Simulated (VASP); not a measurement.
# Gd (Gadolinium): structure and properties in VASP, part 8 of 11

Aim: relax Gd (Gadolinium), then compute properties on the relaxed cell. The start is a cell from a database of measured crystal structures.

VASP 6.6.1, plane waves and PAW; the level of theory is named at each step.

Still holding for the runs below: The magnetic order is the lowest of the few collinear ones that converged above; longer or canted patterns were not tried. The k-mesh is coarse for a metal.

So far, moment of the cell, from the last line of the log (μB): step 2 (magnetic order: ferromagnetic) 15.7; step 8 (relaxing cell and atoms (PBEsol + U)) 15.6. The relaxed cell has a = 3.581, c = 5.696 Å (conventional setting).

## Step 10: Single point with fields (PBEsol + U)

Level of this step: PBEsol, DFT+U (Gd f 5 eV), spin-polarised from a ferromagnetic start; plane waves and PAW (Gd) (VASP).

The relaxed cell gets a fresh self-consistent run, on a basis set for its own volume, to fix the density and to check the remaining stress.

Contents of INCAR:

```
SYSTEM = Gd
PREC = Accurate
ENCUT = 450
EDIFF = 1E-06
NELM = 150
ISMEAR = 1
SIGMA = 0.2
LREAL = .FALSE.
ALGO = Normal
GGA = PS
NBANDS = 34
ISPIN = 2
MAGMOM = 7.13 7.13
LDAU = .TRUE.
LDAUTYPE = 2
LDAUL = 3
LDAUU = 5
LDAUJ = 0
LDAUPRINT = 1
LASPH = .TRUE.
LMAXMIX = 6
AMIX = 0.2
BMIX = 1E-04
AMIX_MAG = 0.8
BMIX_MAG = 1E-04
LORBIT = 11
LWAVE = .FALSE.
LCHARG = .TRUE.
ISIF = 2
LELF = .TRUE.
LVHAR = .TRUE.
```

Contents of POSCAR:

```
Gd
1.0
    3.5811254439      0.0000000000      0.0000000000
   -1.7905627220      3.1013456086      0.0000000000
    0.0000000000      0.0000000000      5.6956788021
Gd
2
Direct
    0.3333333333      0.6666666667      0.2500000000
    0.6666666667      0.3333333333      0.7500000000
```

Contents of KPOINTS:

```
Automatic mesh
0
Gamma
7 7 4
0 0 0
```

Potentials, in the order of the species: Gd (PBE family, release 64).

Run with:

```bash
$ mpirun -np 4 vasp_std
```

The log of the run:

```text
[banner, memory and clock lines left out]
running    4 mpi-ranks, on    1 nodes
 distrk:  each k-point on    4 cores,    1 groups
 distr:  one band on    1 cores,    4 groups

 POSCAR found type information on POSCAR Gd
 POSCAR found :  1 types and       2 ions
 [... a notice as in an earlier step ...]

 LDA part: xc-table for (Slater+PW92), standard interpolation
|                                                                             |
|           W    W    AA    RRRRR   N    N  II  N    N   GGGG   !!!           |
|           W    W   A  A   R    R  NN   N  II  NN   N  G    G  !!!           |
|           W    W  A    A  R    R  N N  N  II  N N  N  G       !!!           |
|           W WW W  AAAAAA  RRRRR   N  N N  II  N  N N  G  GGG   !            |
|           WW  WW  A    A  R   R   N   NN  II  N   NN  G    G                |
|           W    W  A    A  R    R  N    N  II  N    N   GGGG   !!!           |
|                                                                             |
|     The number of bands has been changed from the values supplied in        |
|     The orbitals not found in the WAVECAR file will be initialized with     |
|     random numbers, which is usually adequate. For correlated               |
|     calculations, however, you should redo the groundstate calculation.     |
|     I found NBANDS = 34. Now, NBANDS = 36.                                  |
|                                                                             |

 POSCAR, INCAR and KPOINTS ok, starting setup
 FFT: planning ... GRIDC
 FFT: planning ... GRID_SOFT
 FFT: planning ... GRID
 WAVECAR not read
 entering main loop
       N       E                     dE             d eps       ncg     rms          rms(c)
DAV:   1     0.255379592721E+03    0.25538E+03   -0.10605E+04  5048   0.449E+03
DAV:   2     0.426669771383E+02   -0.21271E+03   -0.18072E+03  4828   0.431E+02
DAV:   3    -0.440383620971E+01   -0.47071E+02   -0.45270E+02  5408   0.144E+02
DAV:   4    -0.125878189380E+02   -0.81840E+01   -0.80923E+01  6588   0.506E+01
DAV:   5    -0.135637624737E+02   -0.97594E+00   -0.97076E+00  6700   0.172E+01    0.553E+01
DAV:   6    -0.227252297053E+02   -0.91615E+01   -0.81358E+00  5580   0.850E+01    0.380E+01
DAV:   7    -0.235005728927E+02   -0.77534E+00   -0.18561E+00  6232   0.166E+01    0.453E+01
DAV:   8    -0.235235157638E+02   -0.22943E-01   -0.22062E-01  6080   0.232E+00    0.570E+01
DAV:   9    -0.235291680695E+02   -0.56523E-02   -0.43068E-02  5612   0.191E+00    0.336E+01
DAV:  10    -0.235402501335E+02   -0.11082E-01   -0.54448E-02  5740   0.154E+00    0.306E+00
DAV:  11    -0.235403962269E+02   -0.14609E-03   -0.49090E-03  5836   0.513E-01    0.294E+00
DAV:  12    -0.235397957344E+02    0.60049E-03   -0.91744E-04  5840   0.321E-01    0.218E+00
DAV:  13    -0.235394222757E+02    0.37346E-03   -0.11564E-03  6136   0.266E-01    0.970E-01
DAV:  14    -0.235394399816E+02   -0.17706E-04   -0.33094E-04  6248   0.966E-02    0.467E-02
DAV:  15    -0.235394231020E+02    0.16880E-04   -0.47873E-05  5556   0.809E-02    0.837E-02
DAV:  16    -0.235394215344E+02    0.15677E-05   -0.85493E-06  6068   0.265E-02    0.114E-01
DAV:  17    -0.235394214829E+02    0.51482E-07   -0.94986E-07  3360   0.860E-03
   1 F= -.23539421E+02 E0= -.23540012E+02  d E =0.177178E-02  mag=    15.6116
```

Wall time 42 s (4 MPI ranks of Intel Xeon Platinum 8259CL at 2.50GHz (Skylake/Cascade Lake), shared host); peak memory 0.58 GiB; 2.8 min of CPU time.

Parts of OUTCAR (step 10):

```text
   k-points           NKPTS =     24   k-points in BZ     NKDIM =     24   number of bands    NBANDS=     36

   ENCUT  =  450.0 eV  33.07 Ry    5.75 a.u.   6.19  6.19  9.85*2*pi/ulx,y,z

   NELECT =      36.0000    total number of electrons

atom =   1  type =  1  l = 3

 onsite density matrix

spin component  1

  0.9902  0.0000  0.0000 -0.0000  0.0000  0.0000 -0.0000
  0.0000  0.9894 -0.0000  0.0000 -0.0000 -0.0000 -0.0000
  0.0000 -0.0000  0.9890  0.0000 -0.0000 -0.0000 -0.0000
 -0.0000  0.0000  0.0000  0.9901 -0.0000  0.0000  0.0000
  0.0000 -0.0000 -0.0000 -0.0000  0.9890  0.0000  0.0000
  0.0000 -0.0000 -0.0000  0.0000  0.0000  0.9894 -0.0000
 -0.0000 -0.0000 -0.0000  0.0000  0.0000 -0.0000  0.9889

spin component  2

  0.0011 -0.0000  0.0000 -0.0000  0.0000 -0.0000 -0.0000
 -0.0000  0.0013  0.0000  0.0000 -0.0000 -0.0000  0.0000
  0.0000  0.0000  0.0008  0.0000 -0.0000  0.0000 -0.0000
 -0.0000  0.0000  0.0000  0.0006  0.0000  0.0000 -0.0000
  0.0000 -0.0000 -0.0000  0.0000  0.0008 -0.0000  0.0000
 -0.0000 -0.0000  0.0000  0.0000 -0.0000  0.0013  0.0000
 -0.0000  0.0000 -0.0000 -0.0000  0.0000  0.0000  0.0007

 occupancies and eigenvectors

  o =  0.0006  v =  0.0000  0.0000  0.0000  0.0000  0.0000  0.0000  0.0000 -0.0000  0.0000  0.0000 -1.0000 -0.0000  0.0000 -0.0000      0.0000  0.0000  0.0000  0.0000  0.0000  0.0000  0.0000  0.0000  0.0000  0.0000  0.0000  0.0000  0.0000  0.0000
  o =  0.0007  v =  0.0000  0.0000  0.0000  0.0000  0.0000  0.0000  0.0000 -0.0000  0.0000 -0.0000  0.0000  0.0000  0.0000 -1.0000      0.0000  0.0000  0.0000  0.0000  0.0000  0.0000  0.0000  0.0000  0.0000  0.0000  0.0000  0.0000  0.0000  0.0000
  o =  0.0008  v =  0.0000  0.0000  0.0000  0.0000  0.0000  0.0000  0.0000 -0.0000  0.0000  0.3879 -0.0000  0.9217  0.0000  0.0000      0.0000  0.0000  0.0000  0.0000  0.0000  0.0000  0.0000  0.0000  0.0000  0.0000  0.0000  0.0000  0.0000  0.0000
  o =  0.0008  v =  0.0000  0.0000  0.0000  0.0000  0.0000  0.0000  0.0000  0.0000  0.0000 -0.9217 -0.0000  0.3879  0.0000  0.0000      0.0000  0.0000  0.0000  0.0000  0.0000  0.0000  0.0000  0.0000  0.0000  0.0000  0.0000  0.0000  0.0000  0.0000
  o =  0.0011  v =  0.0000  0.0000  0.0000  0.0000  0.0000  0.0000  0.0000  1.0000  0.0000  0.0000 -0.0000  0.0000  0.0000 -0.0000      0.0000  0.0000  0.0000  0.0000  0.0000  0.0000  0.0000  0.0000  0.0000  0.0000  0.0000  0.0000  0.0000  0.0000
  o =  0.0013  v =  0.0000  0.0000  0.0000  0.0000  0.0000  0.0000  0.0000  0.0000 -0.9949  0.0000 -0.0000  0.0000 -0.1004  0.0000      0.0000  0.0000  0.0000  0.0000  0.0000  0.0000  0.0000  0.0000  0.0000  0.0000  0.0000  0.0000  0.0000  0.0000
  o =  0.0013  v =  0.0000  0.0000  0.0000  0.0000  0.0000  0.0000  0.0000 -0.0000 -0.1004  0.0000  0.0000 -0.0000  0.9949  0.0000      0.0000  0.0000  0.0000  0.0000  0.0000  0.0000  0.0000  0.0000  0.0000  0.0000  0.0000  0.0000  0.0000  0.0000
  o =  0.9889  v = -0.0000  0.0000 -0.0000  0.0000  0.0000 -0.0000 -1.0000  0.0000  0.0000  0.0000  0.0000  0.0000  0.0000  0.0000      0.0000  0.0000  0.0000  0.0000  0.0000  0.0000  0.0000  0.0000  0.0000  0.0000  0.0000  0.0000  0.0000  0.0000
  o =  0.9890  v = -0.0000  0.0000  0.4131  0.0000  0.9107 -0.0000  0.0000  0.0000  0.0000  0.0000  0.0000  0.0000  0.0000  0.0000      0.0000  0.0000  0.0000  0.0000  0.0000  0.0000  0.0000  0.0000  0.0000  0.0000  0.0000  0.0000  0.0000  0.0000
  o =  0.9890  v = -0.0000 -0.0000  0.9107 -0.0000 -0.4131  0.0000 -0.0000  0.0000  0.0000  0.0000  0.0000  0.0000  0.0000  0.0000      0.0000  0.0000  0.0000  0.0000  0.0000  0.0000  0.0000  0.0000  0.0000  0.0000  0.0000  0.0000  0.0000  0.0000
  o =  0.9894  v = -0.0000  0.9966 -0.0000 -0.0000 -0.0000  0.0828  0.0000  0.0000  0.0000  0.0000  0.0000  0.0000  0.0000  0.0000      0.0000  0.0000  0.0000  0.0000  0.0000  0.0000  0.0000  0.0000  0.0000  0.0000  0.0000  0.0000  0.0000  0.0000
[...]
o =  0.0008  v =  0.0000  0.0000  0.0000  0.0000  0.0000  0.0000  0.0000  0.0000  0.0000 -0.9175  0.0000  0.3978  0.0000  0.0000      0.0000  0.0000  0.0000  0.0000  0.0000  0.0000  0.0000  0.0000  0.0000  0.0000  0.0000  0.0000  0.0000  0.0000
  o =  0.0011  v =  0.0000  0.0000  0.0000  0.0000  0.0000  0.0000  0.0000  1.0000 -0.0000  0.0000 -0.0000  0.0000  0.0000 -0.0000      0.0000  0.0000  0.0000  0.0000  0.0000  0.0000  0.0000  0.0000  0.0000  0.0000  0.0000  0.0000  0.0000  0.0000
  o =  0.0013  v =  0.0000  0.0000  0.0000  0.0000  0.0000  0.0000  0.0000 -0.0000 -0.9999 -0.0000 -0.0000 -0.0000 -0.0169  0.0000      0.0000  0.0000  0.0000  0.0000  0.0000  0.0000  0.0000  0.0000  0.0000  0.0000  0.0000  0.0000  0.0000  0.0000
  o =  0.0013  v =  0.0000  0.0000  0.0000  0.0000  0.0000  0.0000  0.0000  0.0000  0.0169 -0.0000 -0.0000  0.0000 -0.9999 -0.0000      0.0000  0.0000  0.0000  0.0000  0.0000  0.0000  0.0000  0.0000  0.0000  0.0000  0.0000  0.0000  0.0000  0.0000
  o =  0.9889  v = -0.0000 -0.0000 -0.0000 -0.0000  0.0000 -0.0000 -1.0000  0.0000  0.0000  0.0000  0.0000  0.0000  0.0000  0.0000      0.0000  0.0000  0.0000  0.0000  0.0000  0.0000  0.0000  0.0000  0.0000  0.0000  0.0000  0.0000  0.0000  0.0000
  o =  0.9890  v = -0.0000  0.0000  0.4131  0.0000  0.9107 -0.0000  0.0000  0.0000  0.0000  0.0000  0.0000  0.0000  0.0000  0.0000      0.0000  0.0000  0.0000  0.0000  0.0000  0.0000  0.0000  0.0000  0.0000  0.0000  0.0000  0.0000  0.0000  0.0000
  o =  0.9890  v = -0.0000  0.0000  0.9107 -0.0000 -0.4131  0.0000 -0.0000  0.0000  0.0000  0.0000  0.0000  0.0000  0.0000  0.0000      0.0000  0.0000  0.0000  0.0000  0.0000  0.0000  0.0000  0.0000  0.0000  0.0000  0.0000  0.0000  0.0000  0.0000
  o =  0.9894  v = -0.0000  0.0698 -0.0000 -0.0000  0.0000  0.9976 -0.0000  0.0000  0.0000  0.0000  0.0000  0.0000  0.0000  0.0000      0.0000  0.0000  0.0000  0.0000  0.0000  0.0000  0.0000  0.0000  0.0000  0.0000  0.0000  0.0000  0.0000  0.0000
  o =  0.9894  v =  0.0000  0.9976 -0.0000 -0.0000 -0.0000 -0.0698 -0.0000  0.0000  0.0000  0.0000  0.0000  0.0000  0.0000  0.0000      0.0000  0.0000  0.0000  0.0000  0.0000  0.0000  0.0000  0.0000  0.0000  0.0000  0.0000  0.0000  0.0000  0.0000
  o =  0.9901  v = -0.0000  0.0000  0.0000  1.0000 -0.0000  0.0000 -0.0000  0.0000  0.0000  0.0000  0.0000  0.0000  0.0000  0.0000      0.0000  0.0000  0.0000  0.0000  0.0000  0.0000  0.0000  0.0000  0.0000  0.0000  0.0000  0.0000  0.0000  0.0000
  o =  0.9902  v =  1.0000  0.0000  0.0000  0.0000  0.0000  0.0000 -0.0000  0.0000  0.0000  0.0000  0.0000  0.0000  0.0000  0.0000      0.0000  0.0000  0.0000  0.0000  0.0000  0.0000  0.0000  0.0000  0.0000  0.0000  0.0000  0.0000  0.0000  0.0000

 E-fermi :   3.1146

 spin component 1
 k-point     1 :       0.0000    0.0000    0.0000
  band No.  band energies     occupation
    ...
     20      -4.2756      1.00000
     21      -4.2491      1.00000
     22      -4.2439      1.00000
     23      -2.1483      1.00000
     24       0.4348      1.00000
     25       4.2106     -0.00000
     26       4.3235     -0.00000
     27       4.3235     -0.00000
     28       4.5025     -0.00000
     29       4.9871     -0.00000
    ...

 k-point     2 :       0.1429   -0.0000    0.0000
  band No.  band energies     occupation
    ...
     20      -4.2825      1.00000
     21      -4.2644      1.00000
     22      -4.2561      1.00000
     23      -1.6574      1.00000
     24       0.8966      1.00000
     25       3.5255     -0.00668
     26       3.5303     -0.00615
     27       4.5134     -0.00000
     28       4.8149     -0.00000
     29       5.0971     -0.00000
    ...

  Total       -0.0121757     -0.0121757     -0.0277861      0.0000000      0.0000000      0.0000000
  in kB       -0.3083817     -0.3083817     -0.7037577      0.0000000      0.0000000      0.0000000
  external PRESSURE =      -0.4401737 kB  Pullay stress =       0.0000000 kB

 POSITION                                       TOTAL-FORCE (eV/Angst)
 -----------------------------------------------------------------------------------
     -0.00000      2.06756      1.42392         0.000000      0.000000      0.000000
      1.79056      1.03378      4.27176        -0.000000     -0.000000      0.000000
 -----------------------------------------------------------------------------------
    total drift:                               -0.000000      0.000000     -0.000000

  FREE ENERGIE OF THE ION-ELECTRON SYSTEM (eV)
  ---------------------------------------------------
  free  energy   TOTEN  =       -23.5394214829 eV

  energy  without entropy=      -23.5411932628  energy(sigma->0) =      -23.54001208

[... 7 parts as in an earlier step ...]

[... 14 further parts left out ...]
```

With spin, VASP writes an ELF for each channel.

Numbers from this step:

```
SCF cycles : 17
bands      : 36
pressure   : -0.04402 GPa
```

Valence electrons inside each PAW sphere by angular momentum. Sphere charges, by row:

```tsv
atom	s (e)	p (e)	d (e)	f (e)	tot (e)
Gd1	2.076	5.549	0.625	6.927	15.18
Gd2	2.076	5.549	0.625	6.927	15.18
```

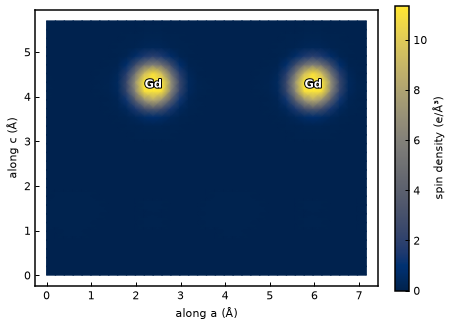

Spin density in the ac plane at fractional y = 0.333, with atoms of Gd within 0.2 Å of it.

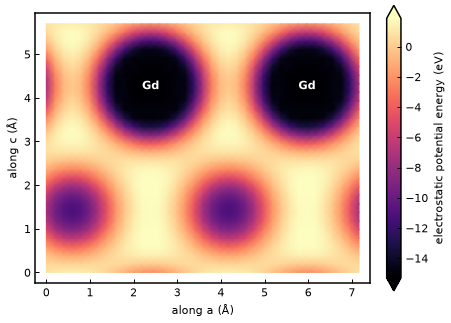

Electrostatic potential energy in the ac plane at fractional y = 0.333, with atoms of Gd within 0.2 Å of it. With pseudopotentials it is smooth inside the atoms' cores, unlike the true potential.

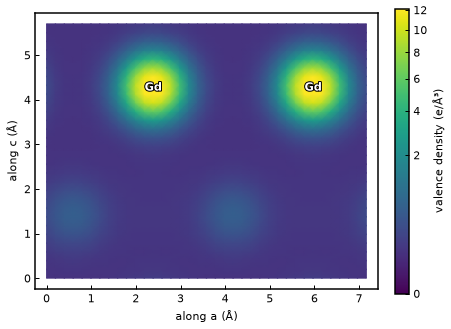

Valence density in the ac plane at fractional y = 0.333, with atoms of Gd within 0.2 Å of it. It is the smooth field of the valence electrons, not physical close to the nuclei. The colour scale is stretched toward low values.

In this run the pressure is -0.04 GPa, small enough to go on.

(Part 8 of 11 ends here.)

[Lines on the potential files, build, host, timing and source positions are cut from VASP's logs without a mark.]

[Logs are printed without paths, hosts, clocks, repeated set-up lines and the standing remarks that a program may print on its own settings, such as how far it seeks lower states.]

[Hosts, paths, dates, database ids (printed as entryN), source tags and the programs' standing remarks are cut or masked in the printed files.]

[A measured line is paired with the nearest computed mode of its activity, which favours agreement.]
